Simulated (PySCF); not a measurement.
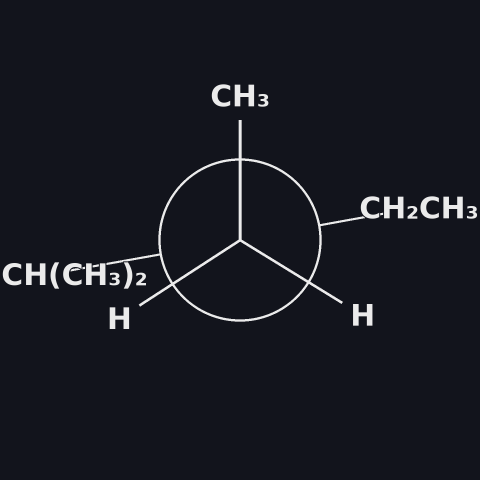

A Newman projection along the C–In bond, carbon in front; angles are drawn as computed, but eclipsed bonds slightly apart. Computed geometry: PBE0-D3(BJ)/def2-SVP optimisation. No frequency run is at hand to confirm it as a minimum.

Which molecule is it?

Answer. C7H17In, C[CH2][In]([CH2]C)[CH](C)C

What is the torsion angle from the front CH3 to the back CH2CH3? The sign is positive where the front bond must turn clockwise to cover the back bond.

Answer. 80°, synclinal (gauche).
